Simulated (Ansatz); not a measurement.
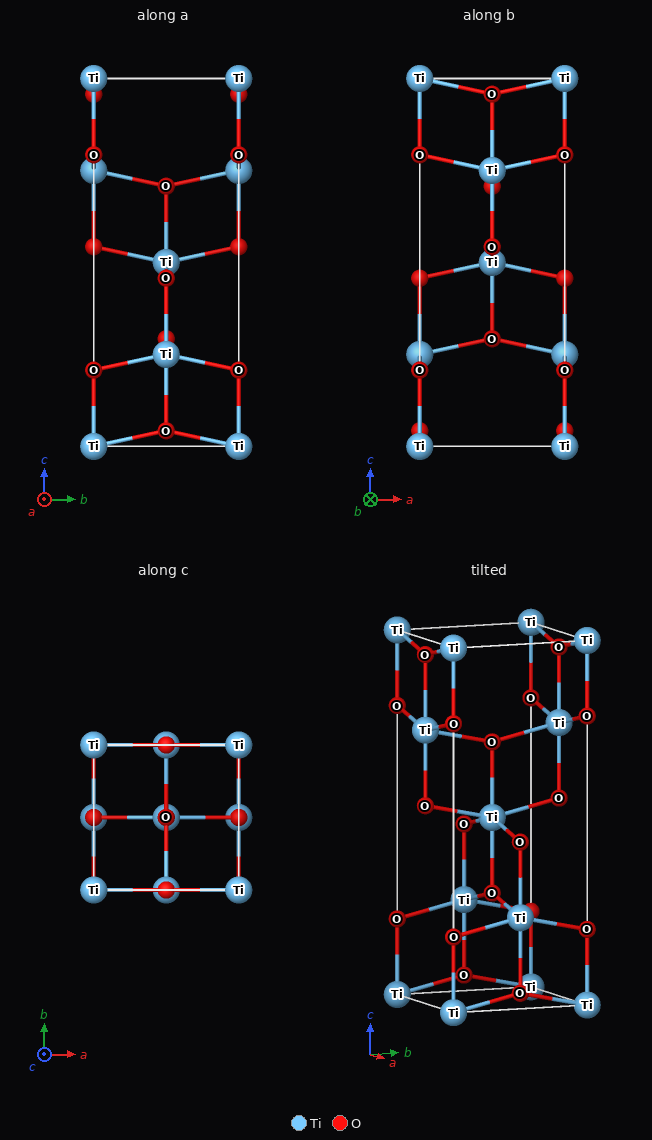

The crystal in a ball-and-stick representation, seen along the a axis, along the b axis, along the c axis and slightly off an axis. The frame is the conventional unit cell; atoms at its boundary are shown with their periodic copies.

Lattice parameters: a = 3.7778 Å, b = 3.7778 Å, c = 9.5834 Å, α = 90.000°, β = 90.000°, γ = 90.000°.

Question: Write down what is shown as a CIF in P1 with every atom of the cell, with free fractional coordinates to two decimals.

Answer:
```cif
data_structure
_symmetry_space_group_name_H-M 'P 1'
_symmetry_Int_Tables_number 1
_cell_length_a 3.7778
_cell_length_b 3.7778
_cell_length_c 9.5834
_cell_angle_alpha 90.000
_cell_angle_beta 90.000
_cell_angle_gamma 90.000
_cell_volume 136.77
loop_
_atom_site_label
_atom_site_type_symbol
_atom_site_fract_x
_atom_site_fract_y
_atom_site_fract_z
_atom_site_occupancy
Ti1 Ti 0.00 0.50 0.25 1
Ti2 Ti 0.00 0.00 0.00 1
O1 O 0.00 0.50 0.04 1
O2 O 0.50 0.50 0.29 1
O3 O 0.00 0.00 0.21 1
O4 O 0.00 0.50 0.46 1
Ti3 Ti 0.50 0.00 0.75 1
Ti4 Ti 0.50 0.50 0.50 1
O5 O 0.50 0.00 0.54 1
O6 O 0.00 0.00 0.79 1
O7 O 0.50 0.50 0.71 1
O8 O 0.50 0.00 0.96 1
```

The initial geometry was a structure type filled with these elements by a generator (whether the compound takes this form wasn't checked). Earlier steps of the study may have refined or changed the cell and positions. A calculation with Ansatz used it as input.
